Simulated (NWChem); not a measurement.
# One shape, several levels: C2H3B (BH2(CCH))

Wanted: a comparison of 5 runs (HF/3-21G, HF/cc-pVDZ, HF/def2-SVP, B3LYP/6-31G*, PBE0/def2-TZVP) of C2H3B (BH2(CCH)). 

Program for the calculation: NWChem 7.3.0.

### Step 1. The structure to begin with

C2H3B has 6 atoms, charge 0, and is taken as a singlet. As SMILES, `[H]B([H])C#C`. The coordinates come from a GFN2-xTB relaxation.

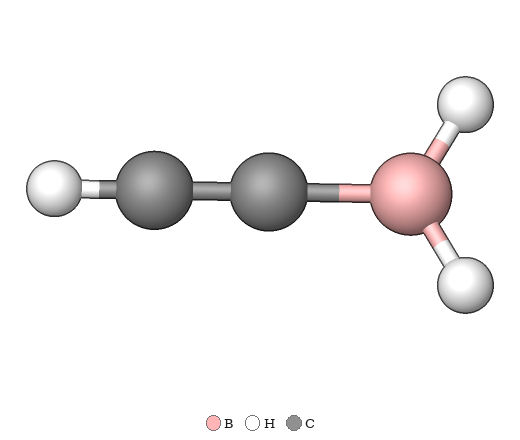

The structure, seen from a chosen angle (boron pink, hydrogen white, carbon grey).

### Step 2. Energy and gradient at HF/3-21G (run 1)

Contents of m1.nw:

```
start m1
title "C2H3B"
memory total 2200 mb

geometry units angstrom noautosym nocenter noautoz
  B        0.568000       0.981560       0.005360
  H        1.733690       0.971960       0.100340
  H       -0.021130       1.988210      -0.085920
  C       -0.181700      -0.313780      -0.000530
  C       -0.784880      -1.359230      -0.006870
  H       -1.313990      -2.268710      -0.012390
end

basis "ao basis" spherical bse
  * library 3-21G
end

scf
  singlet
  rhf
  thresh 1e-08
  maxiter 80
  noprint "final vectors analysis"
end

task scf gradient
```

Command:

```sh
$ nwchem m1.nw > m1.out
```

The program printed:

```text
[...]
  functions       =    33
[...]
  wavefunction    = RHF
[...]
         Total SCF energy =   -101.522888568491
      One-electron energy =   -228.292535390267
      Two-electron energy =     79.759232208828
 Nuclear repulsion energy =     47.010414612948
        Time for solution =      0.2s
[...]
                         RHF ENERGY GRADIENTS
    atom               coordinates                        gradient
                 x          y          z           x          y          z
   1 B       1.073364   1.854879   0.010129    0.000280   0.000068   0.000033
   2 H       3.276199   1.836738   0.189615   -0.008557  -0.001731  -0.000640
   3 H      -0.039930   3.757172  -0.162365    0.002657  -0.008136   0.000546
   4 C      -0.343363  -0.592958  -0.001002    0.015803   0.027777   0.000215
   5 C      -1.483208  -2.568572  -0.012982   -0.009917  -0.017803  -0.000155
   6 H      -2.483081  -4.287240  -0.023414   -0.000266  -0.000174   0.000001
[...]
```

It took 0.78 s on 1 thread of AMD EPYC 9R45 (Zen 5), shared host; peak memory 0.099 GiB.

### Step 3. Energy and gradient at HF/cc-pVDZ (run 2)

Contents of c2h3b.nw:

```
start c2h3b
title "C2H3B gradient"
memory stack 880 mb heap 220 mb global 1100 mb
charge 0

geometry units angstroms noautosym nocenter noautoz
 B     0.568000    0.981560    0.005360
 H     1.733690    0.971960    0.100340
 H    -0.021130    1.988210   -0.085920
 C    -0.181700   -0.313780   -0.000530
 C    -0.784880   -1.359230   -0.006870
 H    -1.313990   -2.268710   -0.012390
end

basis "ao basis" spherical bse
 * library cc-pVDZ
end

scf
 thresh 1e-08
 maxiter 80
end

task scf gradient
```

Command:

```sh
$ nwchem c2h3b.nw > c2h3b.out
```

The program printed:

```text
[...]
  functions       =    57
[...]
  wavefunction    = RHF
[...]
         Total SCF energy =   -102.094902870133
      One-electron energy =   -229.125408355974
      Two-electron energy =     80.020090872893
 Nuclear repulsion energy =     47.010414612948
        Time for solution =      3.1s
[...]
                         RHF ENERGY GRADIENTS
    atom               coordinates                        gradient
                 x          y          z           x          y          z
   1 B       1.073364   1.854879   0.010129   -0.002376  -0.004478   0.000025
   2 H       3.276199   1.836738   0.189615   -0.014147  -0.000799  -0.001135
   3 H      -0.039930   3.757172  -0.162365    0.006251  -0.012521   0.001026
   4 C      -0.343363  -0.592958  -0.001002    0.015246   0.026644   0.000163
   5 C      -1.483208  -2.568572  -0.012982   -0.010504  -0.018562  -0.000136
   6 H      -2.483081  -4.287240  -0.023414    0.005529   0.009717   0.000057
[...]
```

Wall time 4.5 s (1 thread of AMD EPYC 9R45 (Zen 5), shared host); peak memory 0.1 GiB.

Runs 3 to 4 aren't shown in full; the table further down has their settings and results.

### Step 4. Energy and forces at PBE0/def2-TZVP (run 5)

Contents of nw.nw:

```
START nw
TITLE "BH2(CCH)"
memory total 2200 mb
GEOMETRY units bohr noautosym nocenter noautoz
  B      1.07336444     1.85487957     0.01012893
  H      3.27619929     1.83673820     0.18961512
  H     -0.03992991     3.75717238    -0.16236527
  C     -0.34336324    -0.59295826    -0.00100155
  C     -1.48320824    -2.56857244    -0.01298242
  H     -2.48308123    -4.28724056    -0.02341371
END
BASIS spherical bse
  * library def2-TZVP
END
DFT
  xc pbe0
  grid fine
  convergence energy 1e-08
  maxiter 100
  mulliken
  noprint "final vectors analysis"
END
TASK dft gradient
```

Command:

```sh
$ nwchem nw.nw > nw.out
```

The program printed:

```text
[...]
          Wavefunction type:  closed shell.
          No. of atoms     :     6
          No. of electrons :    20
[...]
          Charge           :     0
          Spin multiplicity:     1
[...]
          AO basis - number of functions:   111
[...]
              XC Information
              --------------
                         PBE0 Method XC Functional
                     Hartree-Fock (Exact) Exchange  0.250
          PerdewBurkeErnzerhof Exchange Functional  0.750
            Perdew 1991 LDA Correlation Functional  1.000 local
           PerdewBurkeErnz. Correlation Functional  1.000 non-local
[...]
 d= 0,ls=0.0,diis     1   -102.6364152431 -1.50D+02  7.57D-03  3.05D-01     1.2
[...]
 d= 0,ls=0.0,diis    10   -102.6711790807 -1.17D-09  1.16D-07  1.26D-10    10.3
         Total DFT energy =     -102.671179080736
      One electron energy =     -229.503712712361
           Coulomb energy =       95.641296343575
    Exchange-Corr. energy =      -15.819173942053
 Nuclear repulsion energy =       47.010411230103
[...]
      Total Density - Mulliken Population Analysis
     ---------------------------------------------
    Atom       Charge   Shell Charges
 -----------   ------   -------------------------------------------------------
    1 B    5     5.04   0.91  1.06  0.54  0.50  0.06  0.99  0.78  0.11  0.03  0.05  0.01
    2 H    1     0.96   0.26  0.51  0.18  0.01
    3 H    1     0.96   0.26  0.51  0.18  0.01
    4 C    6     5.96   0.86  1.11  0.57  0.44  0.05  1.28  1.35  0.24  0.01  0.04  0.01
    5 C    6     6.26   0.86  1.12  0.56  0.49  0.20  1.28  1.26  0.45  0.01  0.02  0.01
    6 H    1     0.82   0.26  0.44  0.08  0.02
[...]
  wavefunction    = closed shell
                         DFT ENERGY GRADIENTS
    atom               coordinates                        gradient
                 x          y          z           x          y          z
   1 B       1.073364   1.854880   0.010129    0.004888   0.008104   0.000075
   2 H       3.276199   1.836738   0.189615   -0.011793  -0.000561  -0.000951
   3 H      -0.039930   3.757172  -0.162365    0.005293  -0.010371   0.000859
   4 C      -0.343363  -0.592958  -0.001002   -0.001209  -0.001890   0.000011
   5 C      -1.483208  -2.568572  -0.012982   -0.002669  -0.004878  -0.000052
   6 H      -2.483081  -4.287241  -0.023414    0.005489   0.009596   0.000058
[...]
```

It took 14 s on 1 thread of AMD EPYC 9R45 (Zen 5), shared host; peak memory 0.13 GiB.

### Step 5. The series

| run | level | iteration cap | module | energy (Eh) | dipole moment (D) | largest force (eV/Å) | wall time |
| --- | --- | --- | --- | --- | --- | --- | --- |
| 1 | HF/3-21G | 80 | scf | -101.522889 | 0.95 | 1.643 | 0.78 s |
| 2 | HF/cc-pVDZ | 80 | scf | -102.094903 | 0.82 | 1.579 | 4.5 s |
| 3 | HF/def2-SVP | 80 | scf | -102.010658 | 0.83 | 1.817 | 2.2 s |
| 4 | B3LYP/6-31G* (spherical functions) | 100 | dft | -102.780274 | 1.10 | 0.891 | 6.9 s |
| 5 | PBE0/def2-TZVP | 100 | dft | -102.671179 | 0.94 | 0.609 | 14 s |

### Step 6. Results

| quantity | value |
| --- | --- |
| run 5: total energy | -102.67118 Eh |
| run 5: dipole moment | 0.94 D |
| run 5: largest force on an atom | 0.609 eV/Å |

What this shows: The dipole moment (its size) runs from 0.82 D (HF/cc-pVDZ) to 1.10 D (B3LYP/6-31G*). The two ends differ in method and basis. Over runs 2, 3, 4 the HOMO–LUMO gap runs from 5.36 eV (B3LYP/6-31G*) to 12.27 eV (HF/def2-SVP). Totals of different functionals can't be ranked against each other. All runs together took 29 s, the longest 14 s.
